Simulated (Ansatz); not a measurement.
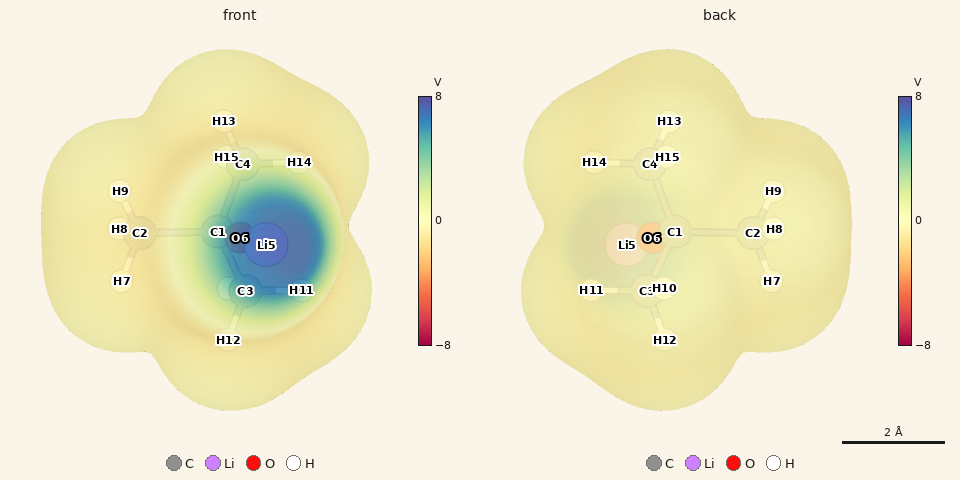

*C₄H₉LiO. The molecular electrostatic potential painted on the density surface at 0.001 e/bohr³, seen from the front and from behind; red is negative and blue positive.*

Geometry: PBE0-D3(BJ)/def2-SVP.

Computed with isolated molecule in a Gaussian basis; Kohn-Sham density functional theory, functional PBE0 in Ansatz 0.2.0.

```yaml
atoms:
  - { symbol: C, position_ang: [0.5291, -0.0044, 1.4399] }
  - { symbol: C, position_ang: [0.6806, 1.5210, 1.3361] }
  - { symbol: C, position_ang: [-0.9516, -0.3770, 1.2690] }
  - { symbol: C, position_ang: [1.3487, -0.6699, 0.3238] }
  - { symbol: Li, position_ang: [1.4923, -0.9251, 4.0698] }
  - { symbol: O, position_ang: [0.9768, -0.4326, 2.6623] }
  - { symbol: H, position_ang: [0.1026, 2.0058, 2.1388] }
  - { symbol: H, position_ang: [0.3333, 1.9174, 0.3680] }
  - { symbol: H, position_ang: [1.7389, 1.7974, 1.4664] }
  - { symbol: H, position_ang: [-1.3615, -0.0536, 0.2982] }
  - { symbol: H, position_ang: [-1.0703, -1.4691, 1.3510] }
  - { symbol: H, position_ang: [-1.5456, 0.0894, 2.0709] }
  - { symbol: H, position_ang: [2.4135, -0.4147, 0.4440] }
  - { symbol: H, position_ang: [1.2526, -1.7648, 0.3966] }
  - { symbol: H, position_ang: [1.0269, -0.3578, -0.6832] }
```

Where is the surface potential most negative and most positive?

Answer. The most negative region (about −1.1 V) lies over the H and O atoms, the most positive (about +7.1 V) over Li5.
